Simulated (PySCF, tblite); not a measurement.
# BH7NO3Si2 radical, a small gas-phase stand-in for a defect centre (Si site with back bonds N[SiH3], [H], OB(O)O): EPR parameters, part 2 of 2

tblite 0.8.0 and PySCF 2.14.0. Atoms count from 0, parts from 1. Earlier steps stand in the parts before.

## 4. EPR parameters: B3LYP/IGLO-III+pcH-1

What the job is given:

```
{"job": {"kind": "epr"}, "charge": 0, "multiplicity": 2}
Si     1.547293    -0.060885     0.858941
N      0.755706     1.410145     0.398813
Si    -0.031109     1.865206    -1.098775
O      0.468472    -1.330244     1.128720
B     -0.511558    -1.767217     0.285627
O     -1.350093    -2.779942     0.642748
O     -0.652109    -1.169399    -0.935151
H      2.205096     0.185901     2.182708
H      0.828603     2.159889     1.082982
H     -1.506511     1.627336    -1.099965
H      0.179019     3.337819    -1.270535
H      0.590202     1.144447    -2.244925
H     -1.143488    -3.108007     1.523470
H     -1.386123    -1.530345    -1.441667
```

Level: UKS B3LYP, IGLO-III on B N O Si, pcH-1 on H, non-relativistic, mean-field spin-orbit, GIAO.

Standard output:

```text
UKS, coarse grid
  cycle   1  E = -888.60728368  |g| = 9.04e-01
  cycle   2  E = -888.11782258  |g| = 1.45e+00
  cycle   3  E = -888.88211962  |g| = 1.07e-01
  cycle   4  E = -888.88429731  |g| = 8.30e-02
  cycle   5  E = -888.88655642  |g| = 1.28e-02
  cycle   6  E = -888.88661276  |g| = 4.51e-03
  cycle   7  E = -888.88661978  |g| = 1.77e-03
  cycle   8  E = -888.88662237  |g| = 5.75e-04
UKS, final grid
  cycle   1  E = -888.88663107  |g| = 8.07e-04
  cycle   2  E = -888.88663060  |g| = 1.35e-03
  cycle   3  E = -888.88663134  |g| = 1.13e-04
  cycle   4  E = -888.88663135  |g| = 2.11e-05
E = -888.88663135 Eh   <S^2> = 0.7514 (exact 0.7500)
g shifts (ppm)      1          2          3
  rmc          -166       -166       -166
  gc             59         57          8
  oz_so       -1189       -343         24
  total       -1296       -452       -134
hyperfine (MHz)  atom isotope    a_iso     a_fc   dipolar eigenvalues
    0  29Si    -792.87    -794.04   -135.06     67.09     67.97
    1   14N      23.63      23.62     -3.82     -3.38      7.20
    2  29Si      -1.25      -1.25     -1.06      0.45      0.60
    3   17O     -29.26     -29.23    -26.98     13.11     13.88
    4   11B      -2.80      -2.80     -1.36     -0.34      1.70
    5   17O      -1.73      -1.74     -1.60      0.69      0.91
    6   17O      -1.79      -1.79     -0.68     -0.02      0.71
    7    1H     150.24     150.24     -6.25     -1.45      7.69
    8    1H      22.08      22.07     -6.15     -0.55      6.70
    9    1H       1.04       1.04     -1.04     -0.90      1.94
   10    1H      -0.48      -0.47     -1.18     -0.89      2.07
   11    1H      -0.04      -0.04     -2.16     -1.69      3.85
   12    1H      -0.45      -0.45     -1.41     -0.74      2.15
   13    1H      -0.03      -0.03     -1.25     -1.01      2.26
```

It took 1.9 min on 1 thread of Arm Neoverse V1, shared host; peak memory 1.3 GiB.

Principal g values 2.00102, 2.00187, 2.00219; g(iso) = 2.00169, against 2.00232 for a free electron.

Hyperfine couplings, nucleus by nucleus at this fixed geometry (no averaging over rotations):

```
nuclei  isotope  a(iso) (MHz)  a(iso) (G, at g = 2.0023)  largest dipolar term (MHz)
   Si0     29Si        -792.9                     -282.9                      -135.1
    H7       1H         150.2                       53.6                         7.7
    O3      17O         -29.3                      -10.4                       -27.0
    N1      14N          23.6                        8.4                         7.2
    H8       1H          22.1                        7.9                         6.7
    B4      11B          -2.8                       -1.0                         1.7
    O6      17O          -1.8                       -0.6                         0.7
    O5      17O          -1.7                       -0.6                        -1.6
   Si2     29Si          -1.2                       -0.4                        -1.1
    H9       1H           1.0                        0.4                         1.9
   H10       1H          -0.5                       -0.2                         2.1
   H12       1H          -0.4                       -0.2                         2.1
   H11       1H           0.0                        0.0                         3.8
   H13       1H           0.0                        0.0                         2.3
```

Mulliken spin populations:

Si0 0.84; N1 0.03; Si2 0.00; O3 0.03; B4 0.01; O5 0.00; O6 0.00; H7 0.07; H8 0.01; H9 0.00; H10 0.00; H11 0.00; H12 0.00; H13 0.00

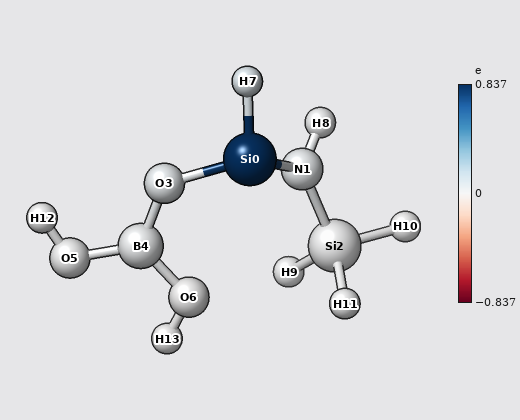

Mulliken spin populations, as colours on the atoms.

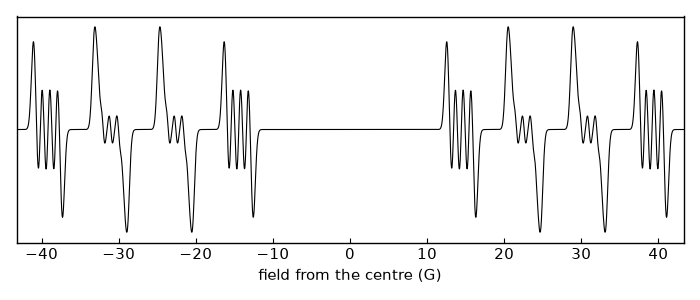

First-order isotropic spectrum (first derivative, main isotopes with spin only, couplings over 0.8 MHz, Gaussian width 0.3 G; couplings of the frozen geometry, rotation of groups not averaged beyond the rows shown).

## 5. EPR parameters: BHandHLYP/IGLO-III+pcH-1

Settings changed since step 4:

```diff
@@ -1,2 +1,2 @@
-{"job": {"kind": "epr"}, "charge": 0, "multiplicity": 2}
+{"job": {"kind": "epr", "xc": "BHandHLYP"}, "charge": 0, "multiplicity": 2}
 Si     1.547293    -0.060885     0.858941
```

Method: UKS BHandHLYP, IGLO-III on B N O Si, pcH-1 on H, non-relativistic, mean-field spin-orbit, GIAO.

Standard output:

```text
UKS, coarse grid
  cycle   1  E = -888.48772387  |g| = 7.36e-01
  cycle   2  E = -888.46660519  |g| = 8.06e-01
  cycle   3  E = -888.68327367  |g| = 4.90e-02
  cycle   4  E = -888.68412379  |g| = 3.19e-02
  cycle   5  E = -888.68448605  |g| = 8.61e-03
  cycle   6  E = -888.68452289  |g| = 1.69e-03
  cycle   7  E = -888.68452600  |g| = 1.03e-03
  cycle   8  E = -888.68452669  |g| = 4.15e-04
UKS, final grid
  cycle   1  E = -888.68453385  |g| = 4.12e-04
  cycle   2  E = -888.68453385  |g| = 4.95e-04
  cycle   3  E = -888.68453395  |g| = 5.37e-05
  cycle   4  E = -888.68453395  |g| = 3.76e-05
  cycle   5  E = -888.68453395  |g| = 6.60e-06
E = -888.68453395 Eh   <S^2> = 0.7522 (exact 0.7500)
g shifts (ppm)      1          2          3
  rmc          -167       -167       -167
  gc             60         57          4
  oz_so       -1247       -355         44
  total       -1354       -465       -119
hyperfine (MHz)  atom isotope    a_iso     a_fc   dipolar eigenvalues
    0  29Si    -827.38    -828.54   -140.65     69.68     70.98
    1   14N      25.07      25.06     -3.75     -3.27      7.02
    2  29Si      -0.16      -0.16     -1.06      0.38      0.68
    3   17O     -33.74     -33.72    -26.11     12.66     13.45
    4   11B      -3.44      -3.43     -1.28     -0.44      1.73
    5   17O      -1.42      -1.43     -1.26      0.53      0.73
    6   17O      -1.32      -1.32     -0.70      0.03      0.67
    7    1H     152.56     152.56     -6.12     -1.23      7.34
    8    1H      20.78      20.77     -6.20     -0.55      6.75
    9    1H       0.55       0.55     -1.04     -0.90      1.94
   10    1H      -0.57      -0.57     -1.16     -0.89      2.05
   11    1H      -0.59      -0.59     -2.16     -1.73      3.89
   12    1H      -0.41      -0.41     -1.32     -0.81      2.13
   13    1H      -0.15      -0.15     -1.23     -1.02      2.25
```

It took 2.1 min on 1 thread of Arm Neoverse V1, shared host; peak memory 1.4 GiB.

In short: g(iso) 2.00167.

## 6. Run by run: EPR parameters

g, ⟨S²⟩ and isotropic hyperfine couplings (MHz), with basis size and wall time:

```
                     run   g(iso)   ⟨S²⟩  29Si Si0  1H H7  17O O3  14N N1  1H H8  functions     time
    B3LYP/IGLO-III+pcH-1  2.00169  0.751    -792.9  150.2   -29.3    23.6   22.1        333  1.9 min
BHandHLYP/IGLO-III+pcH-1  2.00167  0.752    -827.4  152.6   -33.7    25.1   20.8        333  2.1 min
```

## 7. What came out

What follows sums up all 2 parts.

```
                            quantity                    value
                         point group                       C1
rotational constants (main isotopes)     2.71, 1.17, 0.87 GHz
                      g(iso) (B3LYP)                  2.00169
                                ⟨S²⟩       0.751 (exact 0.75)
                      largest a(iso)  29Si on Si0, -792.9 MHz
```

What this shows: The start of the PBE0/def2-SVP relaxation was shaken at random by about 0.01 Å, so part of the energy gained, and of the first lengths quoted, undoes that. The optimisation took 27 steps and gained 0.295 eV; among the close pairs (by a distance rule), Si0–O3 changed most, from 1.604 to 1.688 Å (PBE0/def2-SVP). Si0 carries the largest spin population, 0.84 e. The isotropic g lies 0.6 ppt below the free-electron value. The coupling of 29Si on Si0 runs from -827.4 (BHandHLYP/IGLO-III+pcH-1) to -792.9 MHz (B3LYP/IGLO-III+pcH-1). A capped cluster stands for the solid here, so long-range fields and strain are missing, and bands or shifts of the capping hydrogens have no counterpart in it.
